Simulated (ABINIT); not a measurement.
# Quasiparticle gap of LiGeN (P6_3mc) in ABINIT, part 2 of 3

Aim: the G0W0 gap of LiGeN (P6_3mc) on PBE, step by step.

ABINIT 10.8.3; PBE and many-body steps on it, plane waves. Known limits of the many-body steps: not at the basis limit; no spin-orbit coupling; coarse k mesh.

So far. Step 2 (Ground state): The gap is indirect, with the least direct gap 0.99 eV higher.

### 3. Bands along the symmetry lines

Level of this step: DFT, PBE, plane waves, norm-conserving pseudopotentials (ABINIT).

Levels along a band path, at the cheap level, show where the edges lie and whether the meshes to come will hold them.

The input, run.abi:

```
acell 3*1.0 Angstrom
rprim 
  3.012408535488 -0.000000000022 0.000000000000
  -1.506204267725 2.608822318321 0.000000000000
  0.000000000000 0.000000000000 9.419459000000
ntypat 3
znucl 3 32 7
natom 6
typat 1 1 2 2 3 3
xred 
  0.666666666667 0.333333333333 0.743392000000
  0.333333333333 0.666666666667 0.243392000000
  -0.000000000000 -0.000000000000 0.498023000000
  -0.000000000000 -0.000000000000 0.998023000000
  0.333333333333 0.666666666667 0.603223000000
  0.666666666667 0.333333333333 0.103223000000
pp_dirpath "pseudos"
pseudos "Li.upf, Ge.upf, N.upf"
ecut 56
iscf -2
irdden 1
kptopt 0
nkpt 75
kpt 
  0.00000000 0.00000000 0.00000000
  0.06250000 0.00000000 0.00000000
  0.12500000 0.00000000 0.00000000
  0.18750000 0.00000000 0.00000000
  0.25000000 0.00000000 0.00000000
  0.31250000 0.00000000 0.00000000
  0.37500000 0.00000000 0.00000000
  0.43750000 0.00000000 0.00000000
  0.50000000 0.00000000 0.00000000
  0.47916667 0.04166667 0.00000000
  0.45833333 0.08333333 0.00000000
  0.43750000 0.12500000 0.00000000
  0.41666666 0.16666666 0.00000000
  0.39583333 0.20833333 0.00000000
  0.37500000 0.25000000 0.00000000
  0.35416666 0.29166666 0.00000000
  0.33333333 0.33333333 0.00000000
  0.29166666 0.29166666 0.00000000
  0.25000000 0.25000000 0.00000000
  0.20833333 0.20833333 0.00000000
  0.16666666 0.16666666 0.00000000
  0.12500000 0.12500000 0.00000000
  0.08333333 0.08333333 0.00000000
  0.04166667 0.04166667 0.00000000
  0.00000000 0.00000000 0.00000000
  0.00000000 0.00000000 0.06250000
  0.00000000 0.00000000 0.12500000
  0.00000000 0.00000000 0.18750000
  0.00000000 0.00000000 0.25000000
  0.00000000 0.00000000 0.31250000
  0.00000000 0.00000000 0.37500000
  0.00000000 0.00000000 0.43750000
  0.00000000 0.00000000 0.50000000
  0.06250000 0.00000000 0.50000000
  0.12500000 0.00000000 0.50000000
  0.18750000 0.00000000 0.50000000
  0.25000000 0.00000000 0.50000000
  0.31250000 0.00000000 0.50000000
  0.37500000 0.00000000 0.50000000
  0.43750000 0.00000000 0.50000000
  0.50000000 0.00000000 0.50000000
  0.47916667 0.04166667 0.50000000
  0.45833333 0.08333333 0.50000000
  0.43750000 0.12500000 0.50000000
  0.41666666 0.16666666 0.50000000
  0.39583333 0.20833333 0.50000000
  0.37500000 0.25000000 0.50000000
  0.35416666 0.29166666 0.50000000
  0.33333333 0.33333333 0.50000000
  0.29166666 0.29166666 0.50000000
  0.25000000 0.25000000 0.50000000
  0.20833333 0.20833333 0.50000000
  0.16666666 0.16666666 0.50000000
  0.12500000 0.12500000 0.50000000
  0.08333333 0.08333333 0.50000000
  0.04166667 0.04166667 0.50000000
  0.00000000 0.00000000 0.50000000
  0.50000000 0.00000000 0.50000000
  0.50000000 0.00000000 0.43750000
  0.50000000 0.00000000 0.37500000
  0.50000000 0.00000000 0.31250000
  0.50000000 0.00000000 0.25000000
  0.50000000 0.00000000 0.18750000
  0.50000000 0.00000000 0.12500000
  0.50000000 0.00000000 0.06250000
  0.50000000 0.00000000 0.00000000
  0.33333333 0.33333333 0.50000000
  0.33333333 0.33333333 0.43750000
  0.33333333 0.33333333 0.37500000
  0.33333333 0.33333333 0.31250000
  0.33333333 0.33333333 0.25000000
  0.33333333 0.33333333 0.18750000
  0.33333333 0.33333333 0.12500000
  0.33333333 0.33333333 0.06250000
  0.33333333 0.33333333 0.00000000
istwfk *1
nband 37
nbdbuf 2
tolwfr 1e-08
nstep 40
prtwf 0
prtvol 0
indata_prefix "in"
outdata_prefix "out"
tmpdata_prefix "tmp"
```

On the command line:

```
OMP_NUM_THREADS=1 mpirun -n 4 abinit run.abi > log
```

Numbers of over 12 decimals in the logs are rounded to 6 here.

The log of the run:

```text
.Version 10.8.3 of ABINIT. v10.8.2 released Aug 2026.

 Symmetries : space group P6_3 m c (#186); Bravais hP (primitive hexag.)
[... echo of the input left out ...]
== DATASET  1 ==================================================================
-   mpi_nproc: 4, omp_nthreads: 1 (-1 if OMP is not activated)

--- !DatasetInfo
iteration_state: {dtset: 1, }
dimensions: {natom: 6, nkpt: 75, mband: 37, nsppol: 1, nspinor: 1, nspden: 1, mpw: 10115, }
cutoff_energies: {ecut:  56.0, pawecutdg:  -1.0, }
electrons: {nelect:   6.00000000E+01, charge:   0.00000000E+00, occopt:   1.00000000E+00, tsmear:   1.00000000E-02, }

 Real(R)+Recip(G) space primitive vectors, cartesian coordinates (Bohr,Bohr^-1):
 R(1)=  5.6926271  0.0000000  0.0000000  G(1)=  0.1756658  0.1014207  0.0000000
 R(2)= -2.8463136  4.9299597  0.0000000  G(2)=  0.0000000  0.2028414  0.0000000
 R(3)=  0.0000000  0.0000000 17.8001978  G(3)=  0.0000000  0.0000000  0.0561792
 Unit cell volume ucvol=  4.9955227E+02 bohr^3
 Angles (23,13,12)=  9.00000000E+01  9.00000000E+01  1.20000000E+02 degrees

 getcut: wavevector=  0.0000  0.0000  0.0000  ngfft=  40  40 120
         ecut(hartree)=     56.000   => boxcut(ratio)=   2.00123

--- Pseudopotential description ------------------------------------------------
- Li Generated using ONCVPSP code by D. R. Hamann
-  3.00000   3.00000  171031                  znucl, zion, pspdat
12 -101130 1 -1 1944                          pspcod,pspxc,lmax,lloc,mmax
     nproj     2     2     0
  pspatm : epsatm=    1.81793346
         --- l  ekb(1:nproj) -->
             0   -5.358005   -1.510070
             1   -2.219256   -0.576914
 pspatm: atomic psp has been read  and splines computed

- Ge Generated using ONCVPSP code by D. R. Hamann
- 32.00000  22.00000  171031                  znucl, zion, pspdat
12 -101130 2 -1 1560                          pspcod,pspxc,lmax,lloc,mmax
     nproj     2     2     2
  pspatm : epsatm=   22.66992952
         --- l  ekb(1:nproj) -->
             0    4.432229   -1.788817
[...]
pspatm: atomic psp has been read  and splines computed

- N Generated using ONCVPSP code by D. R. Hamann
-  7.00000   5.00000  171031                  znucl, zion, pspdat
12 -101130 1 -1 1058                          pspcod,pspxc,lmax,lloc,mmax
     nproj     2     2     0
  pspatm : epsatm=    5.20977870
         --- l  ekb(1:nproj) -->
[...]
pspatm: atomic psp has been read  and splines computed

--------------------------------------------------------------------------------

================================================================================
 prteigrs : about to open file out_EIG
 Non-SCF case, kpt    1 (  0.00000  0.00000  0.00000), residuals and eigenvalues=
  3.56E-09  6.45E-09  8.02E-09  3.26E-09  2.28E-09  3.51E-09  2.57E-09  2.05E-09
  2.37E-09  1.43E-09  4.33E-09  4.25E-09  5.49E-09  6.29E-09  3.65E-09  9.53E-09
[...]
-8.6497E-03 -8.6497E-03  8.5014E-02  8.5014E-02  1.5124E-01  1.9241E-01
  2.8909E-01  2.8909E-01  3.5769E-01  3.5769E-01  3.9088E-01  4.7014E-01
  5.2501E-01

--- !ResultsGS
iteration_state: {dtset: 1, }
comment   : Summary of ground state results
lattice_vectors:
- [  5.6926271,  -0.0000000,   0.0000000, ]
- [ -2.8463136,   4.9299597,   0.0000000, ]
- [  0.0000000,   0.0000000,  17.8001978, ]
lattice_lengths: [   5.69263,    5.69263,   17.80020, ]
lattice_angles: [ 90.000,  90.000, 120.000, ] # degrees, (23, 13, 12)
lattice_volume:   4.9955227E+02
convergence: {deltae:  0.000E+00, res2:  0.000E+00, residm:  9.995E-09, diffor:  0.000E+00, }
etotal    :  -5.94720299E+02
entropy   :   0.00000000E+00
fermie    :   1.98124078E-01
cartesian_stress_tensor: null
pressure_GPa: null
xred      :
- [  6.6667E-01,   3.3333E-01,   7.4339E-01, Li]
- [  3.3333E-01,   6.6667E-01,   2.4339E-01, Li]
- [  0.0000E+00,   0.0000E+00,   4.9802E-01, Ge]
- [  0.0000E+00,   0.0000E+00,   9.9802E-01, Ge]
- [  3.3333E-01,   6.6667E-01,   6.0322E-01,  N]
- [  6.6667E-01,   3.3333E-01,   1.0322E-01,  N]
cartesian_forces: null
force_length_stats: {min: null, max: null, mean: null, }

 Integrated electronic density in atomic spheres:
 ------------------------------------------------
 Atom  Sphere_radius  Integrated_density
[...]
================================================================================

 ----iterations are completed or convergence reached----

 Mean square residual over all n,k,spin=   50.219E-10; max=  99.951E-10
 reduced coordinates (array xred) for    6 atoms
[...]
0.333333333333      0.666666666667      0.603223000000
       0.666666666667      0.333333333333      0.103223000000

 cartesian coordinates (angstrom) at end:
    1      1.506204     0.869607     7.002350
    2      1.267e-11     1.739215     2.292621
    3      0.000000     0.000000     4.691107
    4      0.000000     0.000000     9.400837
    5      1.267e-11     1.739215     5.682034
    6      1.506204     0.869607     0.972305
 length scales=  1.889726125908  1.889726125908  1.889726125908 bohr
              =  1.000000000000  1.000000000000  1.000000000000 angstroms
 prteigrs : about to open file out_EIG
 Eigenvalues (hartree) for nkpt=  75  k points:
 kpt#   1, nband= 37, wtk=  1.00000, kpt=  0.0000  0.0000  0.0000 (reduced coord)
[...]
kpt#   2, nband= 37, wtk=  1.00000, kpt=  0.0625  0.0000  0.0000 (reduced coord)
[...]
kpt#   3, nband= 37, wtk=  1.00000, kpt=  0.1250  0.0000  0.0000 (reduced coord)
[...]
kpt#  74, nband= 37, wtk=  1.00000, kpt=  0.3333  0.3333  0.0625 (reduced coord)
[...]
0.35782    0.35782    0.39177    0.46955    0.52382
 kpt#  75, nband= 37, wtk=  1.00000, kpt=  0.3333  0.3333  0.0000 (reduced coord)
[...]
-0.68223   -0.68223   -0.67919   -0.67917   -0.29909   -0.29909   -0.09510   -0.08977
  -0.00865   -0.00865    0.08501    0.08501    0.15124    0.19241    0.28909    0.28909
   0.35769    0.35769    0.39088    0.47014    0.52501

== END DATASET(S) ==============================================================
================================================================================

 -outvars: echo values of variables after computation  --------
            nband          37
             nkpt          75
          spgroup         186
 [... the other variables as echoed above ...]

 Calculation completed.
```

The job ended after 2.6 min (4 MPI ranks of Arm Neoverse V1, shared host; peak memory 0.79 GiB).

This step gave:

```
gap                        : 1.455 eV
k of the valence top       : 0.25, 0, 0
k of the conduction bottom : 0.5, 0, 0
least direct gap           : 2.417 eV
```

The gap is 1.455 eV, −0.009 eV from the run before at this level.

Electronic bands along the path, in eV, zero at the top of the highest filled band:

| point | band 27 | band 28 | band 29 | band 30 | band 31 | band 32 | band 33 | band 34 |
| --- | --- | --- | --- | --- | --- | --- | --- | --- |
| Γ | -1.11 | -1.11 | -1.11 | -0.29 | 2.58 | 3.53 | 7.21 | 7.60 |
| M | -2.70 | -2.65 | -1.14 | -1.00 | 1.46 | 2.16 | 5.05 | 5.15 |
| K | -3.09 | -3.09 | -1.28 | -0.16 | 2.47 | 2.47 | 4.33 | 4.33 |
| Γ | -1.11 | -1.11 | -1.11 | -0.29 | 2.58 | 3.53 | 7.21 | 7.60 |
| A | -1.11 | -1.11 | -1.11 | -1.11 | 3.20 | 3.20 | 7.40 | 7.40 |
| L | -2.67 | -2.67 | -1.15 | -1.15 | 1.89 | 1.89 | 5.22 | 5.22 |
| H | -3.09 | -3.09 | -0.79 | -0.79 | 2.44 | 2.44 | 4.42 | 4.42 |
| A | -1.11 | -1.11 | -1.11 | -1.11 | 3.20 | 3.20 | 7.40 | 7.40 |
| jump to L | -2.67 | -2.67 | -1.15 | -1.15 | 1.89 | 1.89 | 5.22 | 5.22 |
| M | -2.70 | -2.65 | -1.14 | -1.00 | 1.46 | 2.16 | 5.05 | 5.15 |
| jump to H | -3.09 | -3.09 | -0.79 | -0.79 | 2.44 | 2.44 | 4.42 | 4.42 |
| K | -3.09 | -3.09 | -1.28 | -0.16 | 2.47 | 2.47 | 4.33 | 4.33 |

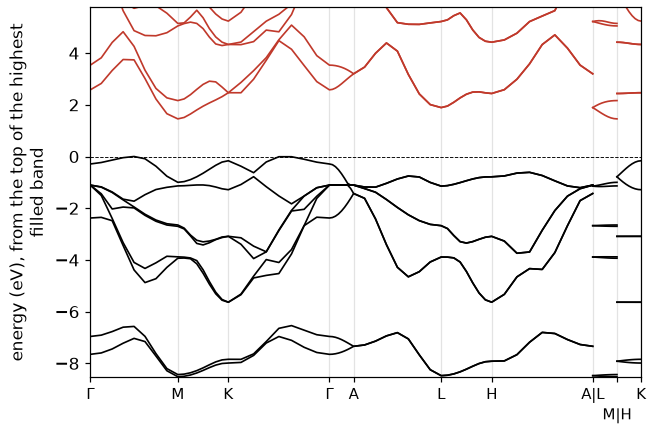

Electronic bands along the path; lines of filled and empty bands in two colours.

### 4. Empty states on the mesh, 3×3×1 mesh, 85 bands

The sums over transitions need many empty states on a uniform mesh; this step solves for them.

The input, run.abi:

```
acell 3*1.0 Angstrom
rprim 
  3.012408535488 -0.000000000022 0.000000000000
  -1.506204267725 2.608822318321 0.000000000000
  0.000000000000 0.000000000000 9.419459000000
ntypat 3
znucl 3 32 7
natom 6
typat 1 1 2 2 3 3
xred 
  0.666666666667 0.333333333333 0.743392000000
  0.333333333333 0.666666666667 0.243392000000
  -0.000000000000 -0.000000000000 0.498023000000
  -0.000000000000 -0.000000000000 0.998023000000
  0.333333333333 0.666666666667 0.603223000000
  0.666666666667 0.333333333333 0.103223000000
pp_dirpath "pseudos"
pseudos "Li.upf, Ge.upf, N.upf"
ecut 56
ngkpt 3 3 1
nshiftk 1
shiftk 0 0 0
kptopt 1
chksymbreak 0
iscf -2
irdden 1
istwfk *1
nband 85
nbdbuf 6
tolwfr 1e-09
nstep 60
prtvol 0
indata_prefix "in"
outdata_prefix "out"
tmpdata_prefix "tmp"
```

On the command line:

```
OMP_NUM_THREADS=1 mpirun -n 3 abinit run.abi > log
```

The log of the run:

```text
.Version 10.8.3 of ABINIT. v10.8.2 released Aug 2026.

 Symmetries : space group P6_3 m c (#186); Bravais hP (primitive hexag.)
[... echo of the input left out ...]
== DATASET  1 ==================================================================
-   mpi_nproc: 3, omp_nthreads: 1 (-1 if OMP is not activated)

--- !DatasetInfo
iteration_state: {dtset: 1, }
dimensions: {natom: 6, nkpt: 3, mband: 85, nsppol: 1, nspinor: 1, nspden: 1, mpw: 10115, }
cutoff_energies: {ecut:  56.0, pawecutdg:  -1.0, }
electrons: {nelect:   6.00000000E+01, charge:   0.00000000E+00, occopt:   1.00000000E+00, tsmear:   1.00000000E-02, }

 Real(R)+Recip(G) space primitive vectors, cartesian coordinates (Bohr,Bohr^-1):
 R(1)=  5.6926271  0.0000000  0.0000000  G(1)=  0.1756658  0.1014207  0.0000000
 R(2)= -2.8463136  4.9299597  0.0000000  G(2)=  0.0000000  0.2028414  0.0000000
 R(3)=  0.0000000  0.0000000 17.8001978  G(3)=  0.0000000  0.0000000  0.0561792
 Unit cell volume ucvol=  4.9955227E+02 bohr^3
 Angles (23,13,12)=  9.00000000E+01  9.00000000E+01  1.20000000E+02 degrees

 getcut: wavevector=  0.0000  0.0000  0.0000  ngfft=  40  40 120
         ecut(hartree)=     56.000   => boxcut(ratio)=   2.00123

--- Pseudopotential description ------------------------------------------------
- Li Generated using ONCVPSP code by D. R. Hamann
-  3.00000   3.00000  171031                  znucl, zion, pspdat
12 -101130 1 -1 1944                          pspcod,pspxc,lmax,lloc,mmax
     nproj     2     2     0
  pspatm : epsatm=    1.81793346
         --- l  ekb(1:nproj) -->
             0   -5.358005   -1.510070
             1   -2.219256   -0.576914
 pspatm: atomic psp has been read  and splines computed

- Ge Generated using ONCVPSP code by D. R. Hamann
- 32.00000  22.00000  171031                  znucl, zion, pspdat
12 -101130 2 -1 1560                          pspcod,pspxc,lmax,lloc,mmax
     nproj     2     2     2
  pspatm : epsatm=   22.66992952
         --- l  ekb(1:nproj) -->
             0    4.432229   -1.788817
[...]
pspatm: atomic psp has been read  and splines computed

- N Generated using ONCVPSP code by D. R. Hamann
-  7.00000   5.00000  171031                  znucl, zion, pspdat
12 -101130 1 -1 1058                          pspcod,pspxc,lmax,lloc,mmax
     nproj     2     2     0
  pspatm : epsatm=    5.20977870
         --- l  ekb(1:nproj) -->
[...]
pspatm: atomic psp has been read  and splines computed

--------------------------------------------------------------------------------

================================================================================
 prteigrs : about to open file out_EIG
 Non-SCF case, kpt    1 (  0.00000  0.00000  0.00000), residuals and eigenvalues=
  7.32E-10  6.90E-10  2.18E-10  9.49E-10  2.03E-10  1.38E-10  2.31E-10  2.72E-10
  1.08E-10  9.32E-10  3.93E-10  6.41E-10  6.76E-10  5.15E-10  6.25E-10  4.76E-10
  1.61E-10  3.81E-10  6.77E-10  5.87E-10  1.78E-10  1.50E-10  1.41E-10  1.94E-10
[...]
9.21E-10  5.10E-10  1.22E-08  1.37E-08  9.65E-06
 -5.7950E+00 -5.7950E+00 -3.8533E+00 -3.8533E+00 -3.8533E+00 -3.8533E+00
 -3.8498E+00 -3.8498E+00 -1.4620E+00 -1.4620E+00 -6.8623E-01 -6.8623E-01
 -6.8622E-01 -6.8622E-01 -6.8195E-01 -6.8194E-01 -6.8070E-01 -6.8070E-01
[...]
1.3843E+00  1.3843E+00  1.4035E+00  1.4802E+00  1.4802E+00  1.4867E+00
  1.5576E+00  1.5811E+00  1.5811E+00  1.6002E+00  1.6002E+00  1.6554E+00
  1.6554E+00
 prteigrs : prtvol=0 or 1, do not print more k-points.

--- !ResultsGS
iteration_state: {dtset: 1, }
comment   : Summary of ground state results
lattice_vectors:
- [  5.6926271,  -0.0000000,   0.0000000, ]
- [ -2.8463136,   4.9299597,   0.0000000, ]
- [  0.0000000,   0.0000000,  17.8001978, ]
lattice_lengths: [   5.69263,    5.69263,   17.80020, ]
lattice_angles: [ 90.000,  90.000, 120.000, ] # degrees, (23, 13, 12)
lattice_volume:   4.9955227E+02
convergence: {deltae:  0.000E+00, res2:  0.000E+00, residm:  9.607E-10, diffor:  0.000E+00, }
etotal    :  -5.94720299E+02
entropy   :   0.00000000E+00
fermie    :   1.98124078E-01
cartesian_stress_tensor: null
pressure_GPa: null
xred      :
- [  6.6667E-01,   3.3333E-01,   7.4339E-01, Li]
- [  3.3333E-01,   6.6667E-01,   2.4339E-01, Li]
- [  0.0000E+00,   0.0000E+00,   4.9802E-01, Ge]
- [  0.0000E+00,   0.0000E+00,   9.9802E-01, Ge]
- [  3.3333E-01,   6.6667E-01,   6.0322E-01,  N]
- [  6.6667E-01,   3.3333E-01,   1.0322E-01,  N]
cartesian_forces: null
force_length_stats: {min: null, max: null, mean: null, }

 Integrated electronic density in atomic spheres:
 ------------------------------------------------
 Atom  Sphere_radius  Integrated_density
[...]
================================================================================

 ----iterations are completed or convergence reached----

 Mean square residual over all n,k,spin=   41.984E-11; max=  96.068E-11
 reduced coordinates (array xred) for    6 atoms
[...]
0.333333333333      0.666666666667      0.603223000000
       0.666666666667      0.333333333333      0.103223000000

 cartesian coordinates (angstrom) at end:
    1      1.506204     0.869607     7.002350
    2      1.267e-11     1.739215     2.292621
    3      0.000000     0.000000     4.691107
    4      0.000000     0.000000     9.400837
    5      1.267e-11     1.739215     5.682034
    6      1.506204     0.869607     0.972305
 length scales=  1.889726125908  1.889726125908  1.889726125908 bohr
              =  1.000000000000  1.000000000000  1.000000000000 angstroms
 prteigrs : about to open file out_EIG
 Eigenvalues (hartree) for nkpt=   3  k points:
 kpt#   1, nband= 85, wtk=  0.11111, kpt=  0.0000  0.0000  0.0000 (reduced coord)
[...]
1.17092    1.17092    1.18165    1.19567    1.19567    1.29386    1.33836    1.37824
   1.38427    1.38427    1.40349    1.48024    1.48024    1.48669    1.55756    1.58108
   1.58108    1.60017    1.60017    1.65540    1.65541
 prteigrs : prtvol=0 or 1, do not print more k-points.

== END DATASET(S) ==============================================================
================================================================================

 -outvars: echo values of variables after computation  --------
            nband          85
             nkpt           3
          spgroup         186
 [... the other variables as echoed above ...]

 Calculation completed.
```

Wall time 26 s (3 MPI ranks); peak memory 0.34 GiB; 78 s of CPU time.

This step gave:

```
gap                                                           : 2.628 eV
k of the valence top                                          : 0.3333, 0, 0
k of the conduction bottom                                    : 0.3333, 0.3333, 0
least direct gap                                              : 2.631 eV
k points computed                                             : 3
lowest point of the top converged band, above the valence top : 36.96 eV
```

On this mesh the gap is 2.628 eV. The earlier step found 1.464 eV, so this mesh misses an edge.

(Continued in part 3 of 3.)

[Paths, hosts, dates, memory and timing lines, banners, echoed tables and standing remarks are left out of the program output.]

[Logs are printed without paths, hosts, clocks, repeated set-up lines and the standing remarks that a program may print on its own settings, such as how far it seeks lower states.]

[Runs of the session that timed out or met a known fault of the program may be left out.]

[Hosts, paths, dates, database ids (printed as entryN), source tags and the programs' standing remarks are cut or masked in the printed files.]

[G0W0 gaps are taken among the corrected bands and points alone; a level outside them can change the order at an edge.]

[Where Ansatz stands beside ABINIT at settings called matched, ABINIT's density can come from a denser mesh and the files from another edition; pairs whose starting gaps differed by over 0.03 eV were left out, so agreement reads better than it is.]
